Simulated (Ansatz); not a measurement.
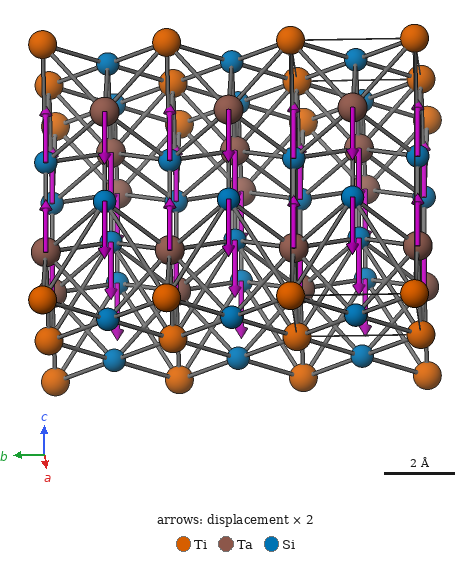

This is a relaxation of solid Ta2TiSi3 (a generated structure, set up in P-4m2). The starting structure is drawn; purple arrows show the displacements (the part carried along by the change of the cell is left out), 2 times their true length.

Style: ball-and-stick. Shown: the cell of the calculation, repeated 2 × 3 × 1 with one cell outlined, from a free direction.

Computed with Ansatz, DFT PBE, scalar-relativistic, plane waves, PAW. Set-up: plane-wave cutoff 420 eV; k-point mesh 10 × 10 × 6; occupations gaussian; smearing width 0.1 eV; no spin polarisation; cell and atoms relaxed; force threshold 0.01 eV/Å; at most 80 steps.

### What did the optimiser do to the structure, and how much energy did it gain?

The largest moves relative to the cell, 0.89 Å, are those of Si atoms. Largest moves by element: Si 0.89 Å, Ta 0.82 Å. Ti stays in place. The drawn cell changes as follows: a = b 3.580 → 3.512 Å (−1.9 %), c 7.803 → 7.405 Å (−5.1 %); the volume changes by −8.7 %. Near-neighbour distances that change, for instance: Ta–Ta 4.427 → 3.076 Å, Si–Ti 3.474 → 2.616 Å, Si–Si 3.474 → 2.616 Å, Ta–Ti 2.749 → 3.301 Å. New bonds form, among them: Ta–Ta (4.43 → 3.08 Å). Bond angles that change, for instance: Ta–Si–Ta 109.4° → 71.0°. The space group stays P-4m2 (No. 115). Over 11 accepted moves (12 points after the start) the energy falls by 2.818 eV per cell of the calculation. The largest force component goes from 0.17 to 0.0038 eV/Å. The pressure goes from 0.02 to −0.01 GPa. At 1 point the geometry stayed and the basis and grid were re-selected for the new cell (energy shift of 1.4 meV per cell of the calculation at most each time). The run took 5.9 min on 1 thread of Arm Neoverse V1, with other jobs on the host, peak memory 0.49 GiB.
